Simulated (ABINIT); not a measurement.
MgI2 (P-3m1): ε∞ along x against volume

The cell of MgI2 (P-3m1) is scaled evenly and the response computed anew at each volume, on one mesh. The atoms keep their fractional positions. x, y and z are the Cartesian axes of the input cell.

The structure is trigonal, space group P-3m1 (No. 164). Conventional cell: a = 4.140 Å, b = 4.140 Å, c = 6.880 Å, α = 90.00°, β = 90.00°, γ = 120.00°. I on site d is surrounded by 3 Mg at 2.94 Å. Mg on site a is surrounded by 6 I at 2.94 Å.

Method: ABINIT 10.8.3, PBE, independent particles, k-mesh 9×9×5, Lorentzian half width 0.04 eV.

Launch of the response step: `optic optic.abi`. The series took 19.5 min in all, its band step included, on 4 threads of Intel(R) Xeon(R) Processor @ 2.70GHz, on a shared host.

| V/V₀ | V (Å³, primitive cell) | ε∞ along x |
| --- | --- | --- |
| 0.94 | 95.99 | ? |
| 0.97 | 99.06 | 5.0793 |
| 1.00 | 102.12 | 5.0088 |
| 1.03 | 105.19 | 4.9470 |
| 1.06 | 108.25 | 4.8915 |

For small changes the quantity should be close to linear in ln V.

Working, on the rows shown:

| x = ln(V/V₀) | y = ε∞ along x |
| --- | --- |
| -0.0304592 | 5.0793 |
| 0 | 5.0088 |
| 0.0295588 | 4.947 |
| 0.0582689 | 4.8915 |

Means: x̄ = 0.014342, ȳ = 4.9817. Σ(x − x̄)(y − ȳ) = -0.009251, Σ(x − x̄)² = 0.004374. Slope = -0.009251 / 0.004374 = -2.115; intercept = ȳ − slope · x̄ = 5.012. The line misses the rows shown by at most 0.0032.

Q: What does the fit predict for the withheld row, and how well does it do?

A: At x = -0.061875 the line gives y = 5.1429. The run gave 5.1560, so the extrapolation is off by 0.013, 5 % of the range in the table.

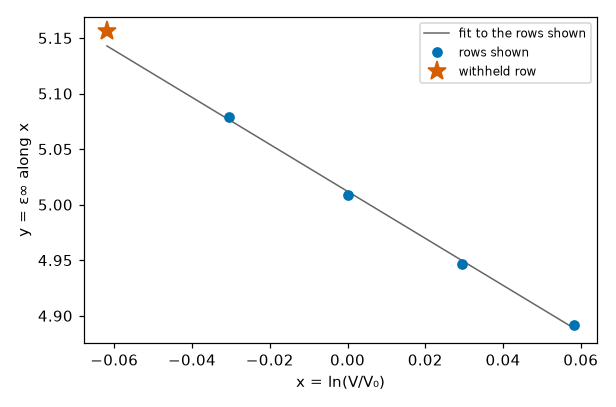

Between the rows on either side of x = 0 the slope is (4.947 − 5.0793) / (0.029559 − (-0.030459)) = -2.204. So d ln ε∞/d ln V = -0.44 at V₀: ε∞ rises under slight compression. The cell comes from an older database entry, whose edges can be off by a per cent or so. Excitons are left out and so are local fields; PBE gaps are as a rule too small. The values come from a sum over the points of one k-mesh and carry its error, which grows as the direct gap shrinks. Spin-orbit coupling is left out.
